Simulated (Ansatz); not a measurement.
Consider Cl···SiH$_{4}$ (charge −1).

Input file:

```
crystal:
  periodic: [false, false, false]
  atoms:
    - {symbol: Cl, position_ang: [0.654790, -0.033421, -2.312954]}
    - {symbol: Si, position_ang: [-0.087716, 0.004460, 0.309766]}
    - {symbol: H, position_ang: [-0.597603, -1.335726, -0.073522]}
    - {symbol: H, position_ang: [-0.507138, 0.026129, 1.791800]}
    - {symbol: H, position_ang: [-0.843153, 1.184567, -0.179779]}
    - {symbol: H, position_ang: [1.380820, 0.154091, 0.464689]}
basis:
  gaussian: {orbitals: "def2-TZVPPD.json"}
total_charge: -1
hamiltonian: {xc: pbe0, dispersion: d4}
output: {orbitals: {seedname: orbitals}}
```

Launched as:

```sh
ansatz run in.yaml --threads 2 --pin off --events-out ev --progress --plain --max-ram 5222MiB
```

Geometry: PBE0-D4/def2-TZVP.

The calculation used Ansatz 0.2.0, RKS PBE0-D4/def2-TZVPPD.

> Predict the electron density and electron localisation function between the atoms.

Si2···Cl1 (2.73 Å): the density falls to about 0.2 e/Å³ on the way; the ELF peaks at about 0.85 in the valence shell of Cl, 0.9 Å from its nucleus, and is about 0.45 at the midpoint.
Cl1···H3 (2.88 Å): the density falls to about 0.12 e/Å³ on the way; the ELF dips to about 0.10 between them (a non-bonded, intermolecular contact).
Si–H (1.48 Å): ρ at the midpoint is about 0.81 e/Å³; the ELF climbs to about 1 towards the hydrogen, as it does in any bond to H.
Si2···Cl1 (2.73 Å): the density falls to about 0.2 e/Å³ on the way; the ELF peaks at about 0.85 in the valence shell of Cl, 0.9 Å from its nucleus, and is about 0.45 at the midpoint.

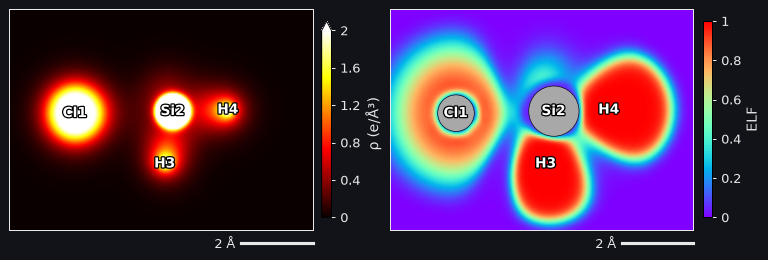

Computed electron density and electron localisation function on the plane of atoms H3, Si2 and H4, in this order. Grey discs cover the atomic cores in the ELF map. 
